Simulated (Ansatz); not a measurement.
The calculation's input:

```
crystal:
  periodic: [false, false, false]
  atoms:
    - {symbol: Cl, position_ang: [0.311546, -2.762965, -0.962123]}
    - {symbol: F, position_ang: [-0.806874, -0.108390, -0.376463]}
    - {symbol: O, position_ang: [-2.404742, -1.677452, -1.826472]}
    - {symbol: Si, position_ang: [-1.352124, -1.606811, -0.587242]}
    - {symbol: H, position_ang: [-2.115684, -1.557478, -2.734214]}
    - {symbol: H, position_ang: [-2.025843, -2.066773, 0.623322]}
basis:
  gaussian:
    orbitals: def2-TZVPD
hamiltonian:
  xc: pbe0
output: {forces: true, orbitals: {seedname: orbitals}}
```

Run with:

```sh
ansatz run input.yaml --threads 2 --pin off --max-ram 4350MiB --events-out events.jsonl --progress --plain --runs-dir runs
```

Geometry: B3LYP-D3(BJ)/6-311G**.

These are results of isolated molecule in a Gaussian basis; Kohn-Sham density functional theory, functional PBE0 (Ansatz 0.2.0), not measurements.

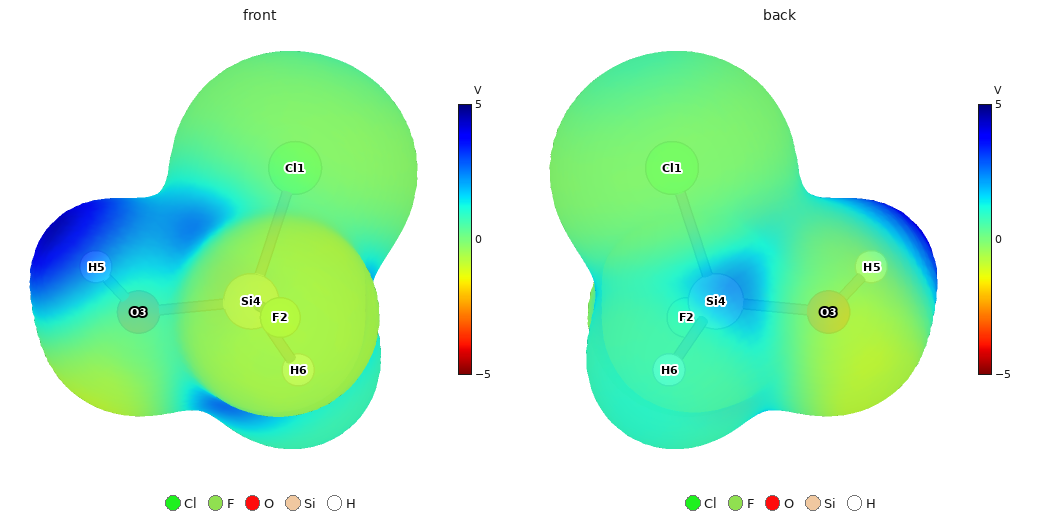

ClFH$_{2}$OSi. The electrostatic potential painted on the density surface at 0.004 e/bohr³, seen from the front and from behind; the colour scale runs from red (negative) to blue (positive).

Q: Which sites attract a positive test charge, and which a negative one?

A: A positive charge is drawn to the negative regions and a negative charge to the positive ones. The most negative region (about −0.9 V) lies over O3, the most positive (about +4.3 V) over H5. Cl1 shows a σ-hole: about +0.6 V at the tip opposite its bond, against about −0.1 V on its flanks.

Q: What dipole moment does the calculation give?

A: Its dipole moment is 1.17 D.
